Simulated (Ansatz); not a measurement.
**GeF2 (triplet): wB97M-V, B2PLYP over vertical spin and charge gaps, def2-QZVPP**

Aim: run GeF2 (triplet) with these functionals over vertical spin and charge gaps, and hold them against the top wave-function level at the same points.

Program: Ansatz 0.2.0, Gaussian basis. Level of theory: def2-QZVPP, all electrons in the functionals, frozen cores in the correlation of double hybrids and RPA. These are calculated values, not measurements.

To be run: wB97M-V, B2PLYP, at charge 0, triplet; charge 0, singlet; charge 0, quintet; charge 1, doublet; charge 1, quartet.

10 further runs of the same task are left out: 2 that didn't finish, 8 set aside as unsound or not needed.

## Step 1: What is computed

The geometry is a PBE0/def2-TZVP stationary point (not a proven minimum). No spin-orbit coupling is included. The filled d shell of Ge may be among the frozen orbitals whatever the setting's name suggests; the logs give the count.

3 atoms, charge 0, spin multiplicity 3.

Atoms are counted from 1 here; the program's logs count them from 0.

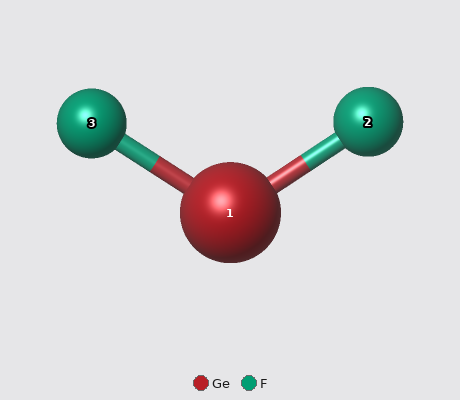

The geometry (germanium red, fluorine teal); atoms are numbered from 1 in the order of the file.

As a file:

```xyz
3
F2Ge
Ge    0.0000   -0.3259    0.0000
F     0.0000    0.6230   -1.4562
F     0.0000    0.6230    1.4562
```

No dispersion term is added; wB97M-V holds VV10 nonlocal correlation.

The geometry shown and the zero of energy belong to the point charge 0, triplet. The yardstick, RCCSD(T), and other wave-function levels (R restricted, U unrestricted, valence and pair active spaces) come from earlier runs.

## Step 2: wB97M-V, charge 0, triplet

File in.yaml:

```yaml
crystal:
  periodic: [false, false, false]
  atoms:
    - {symbol: Ge, position_ang: [0.000000, -0.325890, 0.000000]}
    - {symbol: F, position_ang: [0.000000, 0.623017, -1.456249]}
    - {symbol: F, position_ang: [0.000000, 0.623017, 1.456249]}
basis:
  gaussian: {orbitals: "def2-QZVPP.json"}
magnetization: {spin_polarized: true, initial_magnetization: 2}
hamiltonian: {xc: {name: wB97M-V}}
output: {orbitals: {seedname: orbitals}}
```

The run is started by

```sh
$ ansatz run in.yaml --threads 1 --pin off --events-out ev --progress --plain --max-ram 2393MiB
```

Standard output, cut to the lines that bear on the results:

```text
Functional definition: wB97M-V
  name "wB97M-V"
  cite "Mardirossian & Head-Gordon, J. Chem. Phys. 144, 214110 (2016) doi:10.1063/1.4952647"
  cite "Becke, J. Chem. Phys. 107, 8554 (1997) doi:10.1063/1.475007"
  cite "Vydrov & Van Voorhis, J. Chem. Phys. 133, 244103 (2010) doi:10.1063/1.3521275"
  # Of w^i u^j: cxij and so on, Table III.
[...]
  gx(w, u) = 1 - cx + cx01*u + cx10*w
  gss(w, u) = css00 + css04*u^4 + css10*w + css20*w^2 + css43*w^4*u^3
  gos(w, u) = cos00 + cos10*w + (cos20 + cos21*u)*w^2 + (cos60 + cos61*u)*w^6
[...]
      + integral(e_c_pw_mod_opposite_spin*gos(b97_w_opposite, b97_u_opposite)) + vv10(b, c)
910 factors; their error is unknown
136 factors; integrals over basis functions are off by at most 4.2e-5 eV
[...]
mean field -61950.15191548 eV, -2276.6260915728 hartree, gradient 3.9e-5 eV, S^2 2.003632; 0 other end points of the search recorded, 0 dependent functions left out
reference -61950.15195282 eV, -2276.6260929448 hartree; 26, 24 occupied and 177, 179 virtual orbitals, 910 factors
Total energy: -61950.15195282 eV, -2276.6260929448 hartree
```

It took 22 s on 1 thread of Arm Neoverse V1, shared host; peak memory 0.6 GiB.

From the report: ⟨S²⟩ of the determinant 2.004 (pure triplet: 2.00).

## Step 3: wB97M-V, charge 0, singlet

Changes to in.yaml since step 2:

```diff
@@ -8,3 +8,2 @@
   gaussian: {orbitals: "def2-QZVPP.json"}
-magnetization: {spin_polarized: true, initial_magnetization: 2}
 hamiltonian: {xc: {name: wB97M-V}}
```

Same command.

Standard output, cut to the lines that bear on the results:

```text
Functional definition: wB97M-V
  name "wB97M-V"
  cite "Mardirossian & Head-Gordon, J. Chem. Phys. 144, 214110 (2016) doi:10.1063/1.4952647"
  cite "Becke, J. Chem. Phys. 107, 8554 (1997) doi:10.1063/1.475007"
  cite "Vydrov & Van Voorhis, J. Chem. Phys. 133, 244103 (2010) doi:10.1063/1.3521275"
  # Of w^i u^j: cxij and so on, Table III.
[...]
  gx(w, u) = 1 - cx + cx01*u + cx10*w
  gss(w, u) = css00 + css04*u^4 + css10*w + css20*w^2 + css43*w^4*u^3
  gos(w, u) = cos00 + cos10*w + (cos20 + cos21*u)*w^2 + (cos60 + cos61*u)*w^6
[...]
      + integral(e_c_pw_mod_opposite_spin*gos(b97_w_opposite, b97_u_opposite)) + vv10(b, c)
910 factors; their error is unknown
136 factors; integrals over basis functions are off by at most 4.2e-5 eV
[...]
mean field -61953.64190926 eV, -2276.7543464785 hartree, gradient 1.8e-5 eV, S^2 0.000000; 0 other end points of the search recorded, 0 dependent functions left out
reference -61953.64194390 eV, -2276.7543477517 hartree; 25, 25 occupied and 178, 178 virtual orbitals, 910 factors
Total energy: -61953.64194390 eV, -2276.7543477517 hartree
```

It took 12 s on 1 thread of Arm Neoverse V1, shared host; peak memory 0.45 GiB.

From charge 0, triplet: -336.7 kJ/mol.

## Step 4: wB97M-V, charge 0, quintet

Changes to in.yaml since step 3:

```diff
@@ -8,2 +8,3 @@
   gaussian: {orbitals: "def2-QZVPP.json"}
+magnetization: {spin_polarized: true, initial_magnetization: 4}
 hamiltonian: {xc: {name: wB97M-V}}
```

Same command.

Standard output, cut to the lines that bear on the results:

```text
Functional definition: wB97M-V
  name "wB97M-V"
  cite "Mardirossian & Head-Gordon, J. Chem. Phys. 144, 214110 (2016) doi:10.1063/1.4952647"
  cite "Becke, J. Chem. Phys. 107, 8554 (1997) doi:10.1063/1.475007"
  cite "Vydrov & Van Voorhis, J. Chem. Phys. 133, 244103 (2010) doi:10.1063/1.3521275"
  # Of w^i u^j: cxij and so on, Table III.
[...]
  gx(w, u) = 1 - cx + cx01*u + cx10*w
  gss(w, u) = css00 + css04*u^4 + css10*w + css20*w^2 + css43*w^4*u^3
  gos(w, u) = cos00 + cos10*w + (cos20 + cos21*u)*w^2 + (cos60 + cos61*u)*w^6
[...]
      + integral(e_c_pw_mod_opposite_spin*gos(b97_w_opposite, b97_u_opposite)) + vv10(b, c)
910 factors; their error is unknown
136 factors; integrals over basis functions are off by at most 4.2e-5 eV
[...]
mean field -61940.42101150 eV, -2276.2684874475 hartree, gradient 6.8e-6 eV, S^2 6.008544; 3 other end points of the search recorded, 0 dependent functions left out
reference -61940.42104825 eV, -2276.2684887978 hartree; 27, 23 occupied and 176, 180 virtual orbitals, 910 factors
Total energy: -61940.42104825 eV, -2276.2684887978 hartree
```

Run time: 90 s. Hardware: 1 thread of Arm Neoverse V1, shared host; peak memory 0.84 GiB.

From the report: ⟨S²⟩ of the determinant 6.009 (pure quintet: 6.00).

From charge 0, triplet: +938.9 kJ/mol.

## Step 5: wB97M-V, charge 1, doublet

Changes to in.yaml since step 4:

```diff
@@ -8,3 +8,4 @@
   gaussian: {orbitals: "def2-QZVPP.json"}
-magnetization: {spin_polarized: true, initial_magnetization: 4}
+total_charge: 1
+magnetization: {spin_polarized: true, initial_magnetization: 1}
 hamiltonian: {xc: {name: wB97M-V}}
```

The command is unchanged.

Standard output, cut to the lines that bear on the results:

```text
Functional definition: wB97M-V
  name "wB97M-V"
  cite "Mardirossian & Head-Gordon, J. Chem. Phys. 144, 214110 (2016) doi:10.1063/1.4952647"
  cite "Becke, J. Chem. Phys. 107, 8554 (1997) doi:10.1063/1.475007"
  cite "Vydrov & Van Voorhis, J. Chem. Phys. 133, 244103 (2010) doi:10.1063/1.3521275"
  # Of w^i u^j: cxij and so on, Table III.
[...]
  gx(w, u) = 1 - cx + cx01*u + cx10*w
  gss(w, u) = css00 + css04*u^4 + css10*w + css20*w^2 + css43*w^4*u^3
  gos(w, u) = cos00 + cos10*w + (cos20 + cos21*u)*w^2 + (cos60 + cos61*u)*w^6
[...]
      + integral(e_c_pw_mod_opposite_spin*gos(b97_w_opposite, b97_u_opposite)) + vv10(b, c)
910 factors; their error is unknown
136 factors; integrals over basis functions are off by at most 4.2e-5 eV
[...]
mean field -61942.34748811 eV, -2276.3392841569 hartree, gradient 5.3e-5 eV, S^2 0.756824; 0 other end points of the search recorded, 0 dependent functions left out
reference -61942.34752234 eV, -2276.3392854147 hartree; 25, 24 occupied and 178, 179 virtual orbitals, 910 factors
Total energy: -61942.34752234 eV, -2276.3392854147 hartree
```

It took 23 s on 1 thread of Arm Neoverse V1, shared host; peak memory 0.6 GiB.

From the report: ⟨S²⟩ of the determinant 0.757 (pure doublet: 0.75).

From charge 0, triplet: +753.0 kJ/mol.

## Step 6: wB97M-V, charge 1, quartet

Changes to in.yaml since step 5:

```diff
@@ -9,3 +9,3 @@
 total_charge: 1
-magnetization: {spin_polarized: true, initial_magnetization: 1}
+magnetization: {spin_polarized: true, initial_magnetization: 3}
 hamiltonian: {xc: {name: wB97M-V}}
```

Launched as before.

Standard output, cut to the lines that bear on the results:

```text
Functional definition: wB97M-V
  name "wB97M-V"
  cite "Mardirossian & Head-Gordon, J. Chem. Phys. 144, 214110 (2016) doi:10.1063/1.4952647"
  cite "Becke, J. Chem. Phys. 107, 8554 (1997) doi:10.1063/1.475007"
  cite "Vydrov & Van Voorhis, J. Chem. Phys. 133, 244103 (2010) doi:10.1063/1.3521275"
  # Of w^i u^j: cxij and so on, Table III.
[...]
  gx(w, u) = 1 - cx + cx01*u + cx10*w
  gss(w, u) = css00 + css04*u^4 + css10*w + css20*w^2 + css43*w^4*u^3
  gos(w, u) = cos00 + cos10*w + (cos20 + cos21*u)*w^2 + (cos60 + cos61*u)*w^6
[...]
      + integral(e_c_pw_mod_opposite_spin*gos(b97_w_opposite, b97_u_opposite)) + vv10(b, c)
910 factors; their error is unknown
136 factors; integrals over basis functions are off by at most 4.2e-5 eV
[...]
mean field -61935.11530014 eV, -2276.0735061512 hartree, gradient 8.5e-6 eV, S^2 3.768853; 3 other end points of the search recorded, 0 dependent functions left out
reference -61935.11533857 eV, -2276.0735075634 hartree; 26, 23 occupied and 177, 180 virtual orbitals, 910 factors
Total energy: -61935.11533857 eV, -2276.0735075634 hartree
```

Wall time 93 s (1 thread of Arm Neoverse V1, shared host); peak memory 0.83 GiB.

From the report: ⟨S²⟩ of the determinant 3.769 (pure quartet: 3.75).

From charge 0, triplet: +1450.8 kJ/mol.

## Step 7: B2PLYP, charge 0, triplet

File in.yaml:

```yaml
crystal:
  periodic: [false, false, false]
  atoms:
    - {symbol: Ge, position_ang: [0.000000, -0.325890, 0.000000]}
    - {symbol: F, position_ang: [0.000000, 0.623017, -1.456249]}
    - {symbol: F, position_ang: [0.000000, 0.623017, 1.456249]}
basis:
  gaussian: {orbitals: "def2-QZVPP.json"}
magnetization: {spin_polarized: true, initial_magnetization: 2}
hamiltonian: {xc: {name: B2PLYP}}
correlation: {electrons: outside_noble_gas}
```

Launched as before.

Standard output, cut to the lines that bear on the results:

```text
Functional definition: B2PLYP
  name "B2PLYP"
  cite "Grimme, J. Chem. Phys. 124, 034108 (2006) doi:10.1063/1.2148954"
  cite "Becke, Phys. Rev. A 38, 3098 (1988) doi:10.1103/PhysRevA.38.3098"
  cite "Lee, Yang & Parr, Phys. Rev. B 37, 785 (1988) doi:10.1103/PhysRevB.37.785"
[...]
1343 factors; integrals over basis functions are off by at most 5.8e-4 eV
[...]
mean field -61935.55022934 eV, -2276.0894895046 hartree, gradient 3.3e-6 eV, S^2 2.005795; 0 other end points of the search recorded, 0 dependent functions left out
16 core orbitals not correlated: weight in the atoms' cores, before any rotation towards them, 0.902 or more for the frozen orbitals, at most 0.096 for the correlated occupied ones
reference -61935.55035201 eV, -2276.0894940125 hartree; 10, 8 occupied and 177, 179 virtual orbitals, 1343 factors
second order -20.46901268 eV of doubles, -0.00000000 eV of singles
Total energy: -61941.07698543 eV, -2276.2925940447 hartree
```

Run time: 16 s. Hardware: 1 thread of Arm Neoverse V1, shared host; peak memory 0.54 GiB.

From the report: ⟨S²⟩ of the determinant 2.006 (pure triplet: 2.00).

## Step 8: B2PLYP, charge 0, singlet

Changes to in.yaml since step 7:

```diff
@@ -8,3 +8,2 @@
   gaussian: {orbitals: "def2-QZVPP.json"}
-magnetization: {spin_polarized: true, initial_magnetization: 2}
 hamiltonian: {xc: {name: B2PLYP}}
```

The command is unchanged.

Standard output, cut to the lines that bear on the results:

```text
Functional definition: B2PLYP
  name "B2PLYP"
  cite "Grimme, J. Chem. Phys. 124, 034108 (2006) doi:10.1063/1.2148954"
  cite "Becke, Phys. Rev. A 38, 3098 (1988) doi:10.1103/PhysRevA.38.3098"
  cite "Lee, Yang & Parr, Phys. Rev. B 37, 785 (1988) doi:10.1103/PhysRevB.37.785"
[...]
1343 factors; integrals over basis functions are off by at most 5.8e-4 eV
[...]
mean field -61938.72106958 eV, -2276.2060157341 hartree, gradient 2.6e-6 eV, S^2 0.000000; 0 other end points of the search recorded, 0 dependent functions left out
16 core orbitals not correlated: weight in the atoms' cores, before any rotation towards them, 0.901 or more for the frozen orbitals, at most 0.097 for the correlated occupied ones
reference -61938.72118145 eV, -2276.2060198453 hartree; 9, 9 occupied and 178, 178 virtual orbitals, 1343 factors
second order -21.34817630 eV of doubles, -0.00000000 eV of singles
Total energy: -61944.48518905 eV, -2276.4178432177 hartree
```

It took 10 s on 1 thread of Arm Neoverse V1, shared host; peak memory 0.44 GiB.

From charge 0, triplet: -328.8 kJ/mol.

## Step 9: B2PLYP, charge 0, quintet

Changes to in.yaml since step 8:

```diff
@@ -8,2 +8,3 @@
   gaussian: {orbitals: "def2-QZVPP.json"}
+magnetization: {spin_polarized: true, initial_magnetization: 4}
 hamiltonian: {xc: {name: B2PLYP}}
```

Launched as before.

Standard output, cut to the lines that bear on the results:

```text
Functional definition: B2PLYP
  name "B2PLYP"
  cite "Grimme, J. Chem. Phys. 124, 034108 (2006) doi:10.1063/1.2148954"
  cite "Becke, Phys. Rev. A 38, 3098 (1988) doi:10.1103/PhysRevA.38.3098"
  cite "Lee, Yang & Parr, Phys. Rev. B 37, 785 (1988) doi:10.1103/PhysRevB.37.785"
[...]
1343 factors; integrals over basis functions are off by at most 5.8e-4 eV
[...]
mean field -61926.20776487 eV, -2275.7461602678 hartree, gradient 2.1e-6 eV, S^2 6.007878; 8 other end points of the search recorded, 0 dependent functions left out
16 core orbitals not correlated, not the lowest: weight in the atoms' cores, before any rotation towards them, 0.649 or more for the frozen orbitals, at most 0.371 for the correlated occupied ones
reference -61926.20789022 eV, -2275.7461648742 hartree; 11, 7 occupied and 176, 180 virtual orbitals, 1343 factors
second order -18.04484496 eV of doubles, -0.00000000 eV of singles
Total energy: -61931.07999836 eV, -2275.9252115459 hartree
```

Run time: 2 min. Hardware: 1 thread of Arm Neoverse V1, shared host; peak memory 0.66 GiB.

From the report: ⟨S²⟩ of the determinant 6.008 (pure quintet: 6.00).

From charge 0, triplet: +964.6 kJ/mol.

## Step 10: B2PLYP, charge 1, doublet

Changes to in.yaml since step 9:

```diff
@@ -8,3 +8,4 @@
   gaussian: {orbitals: "def2-QZVPP.json"}
-magnetization: {spin_polarized: true, initial_magnetization: 4}
+total_charge: 1
+magnetization: {spin_polarized: true, initial_magnetization: 1}
 hamiltonian: {xc: {name: B2PLYP}}
```

Same command.

Standard output, cut to the lines that bear on the results:

```text
Functional definition: B2PLYP
  name "B2PLYP"
  cite "Grimme, J. Chem. Phys. 124, 034108 (2006) doi:10.1063/1.2148954"
  cite "Becke, Phys. Rev. A 38, 3098 (1988) doi:10.1103/PhysRevA.38.3098"
  cite "Lee, Yang & Parr, Phys. Rev. B 37, 785 (1988) doi:10.1103/PhysRevB.37.785"
[...]
1343 factors; integrals over basis functions are off by at most 5.8e-4 eV
[...]
mean field -61927.65299251 eV, -2275.7992714040 hartree, gradient 3.5e-6 eV, S^2 0.762320; 0 other end points of the search recorded, 0 dependent functions left out
16 core orbitals not correlated: weight in the atoms' cores, before any rotation towards them, 0.949 or more for the frozen orbitals, at most 0.049 for the correlated occupied ones
reference -61927.65310926 eV, -2275.7992756943 hartree; 9, 8 occupied and 178, 179 virtual orbitals, 1343 factors
second order -20.78355692 eV of doubles, -0.00000000 eV of singles
Total energy: -61933.26466962 eV, -2276.0054967342 hartree
```

Wall time 21 s (1 thread of Arm Neoverse V1, shared host); peak memory 0.68 GiB.

From the report: ⟨S²⟩ of the determinant 0.762 (pure doublet: 0.75).

From charge 0, triplet: +753.8 kJ/mol.

## Step 11: B2PLYP, charge 1, quartet

Changes to in.yaml since step 10:

```diff
@@ -9,3 +9,3 @@
 total_charge: 1
-magnetization: {spin_polarized: true, initial_magnetization: 1}
+magnetization: {spin_polarized: true, initial_magnetization: 3}
 hamiltonian: {xc: {name: B2PLYP}}
```

Launched as before.

Standard output, cut to the lines that bear on the results:

```text
Functional definition: B2PLYP
  name "B2PLYP"
  cite "Grimme, J. Chem. Phys. 124, 034108 (2006) doi:10.1063/1.2148954"
  cite "Becke, Phys. Rev. A 38, 3098 (1988) doi:10.1103/PhysRevA.38.3098"
  cite "Lee, Yang & Parr, Phys. Rev. B 37, 785 (1988) doi:10.1103/PhysRevB.37.785"
[...]
1343 factors; integrals over basis functions are off by at most 5.8e-4 eV
[...]
mean field -61921.02652199 eV, -2275.5557531040 hartree, gradient 2.2e-6 eV, S^2 3.760098; 6 other end points of the search recorded, 0 dependent functions left out
16 core orbitals not correlated, not the lowest: weight in the atoms' cores, before any rotation towards them, 0.538 or more for the frozen orbitals, at most 0.487 for the correlated occupied ones
reference -61921.02664606 eV, -2275.5557576632 hartree; 10, 7 occupied and 177, 180 virtual orbitals, 1343 factors
second order -17.74533147 eV of doubles, -0.00000000 eV of singles
Total energy: -61925.81788555 eV, -2275.7318324671 hartree
```

Wall time 1.7 min (1 thread of Arm Neoverse V1, shared host); peak memory 0.62 GiB.

From the report: ⟨S²⟩ of the determinant 3.760 (pure quartet: 3.75).

From charge 0, triplet: +1472.3 kJ/mol.

## Step 12: The comparison

No level is safe as a reference over these points; RCCSD(T) serves as a yardstick only. It comes from earlier runs at the same points. Energies in kJ/mol, counted from charge 0, triplet; blanks weren't run or aren't comparable.

| level | triplet to singlet | triplet to quintet | ionisation to the doublet cation | ionisation to the quartet cation |
| --- | --- | --- | --- | --- |
| RCCSD(T) | -316.5 |  | 763.9 |  |
| wB97M-V | -336.7 | 938.9 | 753.0 | 1450.8 |
| B2PLYP | -328.8 | 964.6 | 753.8 | 1472.3 |

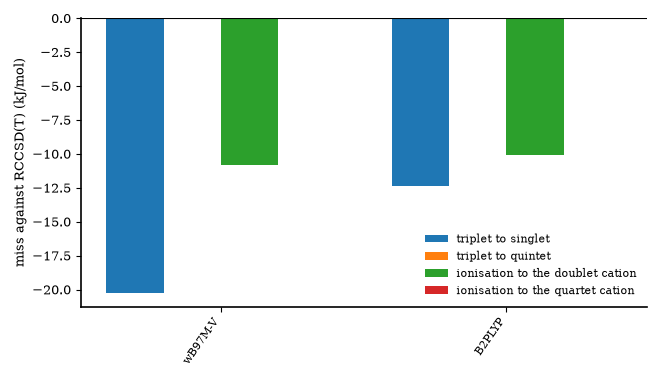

Misses of the gaps against RCCSD(T).

Largest miss and mean time a point (RCCSD(T) took 11 min a point; shared hosts):

```csv
level,largest miss (kJ/mol),where,time a point
wB97M-V,-20.3,triplet to singlet,48 s
B2PLYP,-12.4,triplet to singlet,54 s
```

## Step 13: Summary of results

| quantity | value |
| --- | --- |
| triplet to singlet, RCCSD(T) | -316.5 kJ/mol |
| ionisation to the doublet cation, RCCSD(T) | 763.9 kJ/mol |
| largest miss, wB97M-V | -20.3 kJ/mol (triplet to singlet) |
| largest miss, B2PLYP | -12.4 kJ/mol (triplet to singlet) |

What this shows: Misses are known at 2 of 4 points at best, and only functionals with that many are ranked. Of the functionals, B2PLYP keep the smallest largest miss at the points compared (at most 12.4 kJ/mol) and wB97M-V strays most (20.3 kJ/mol, at triplet to singlet). Functionals and the yardstick converge differently with the basis, so part of each miss in def2-QZVPP is the basis. The yardstick itself may be off where one determinant is a poor start.
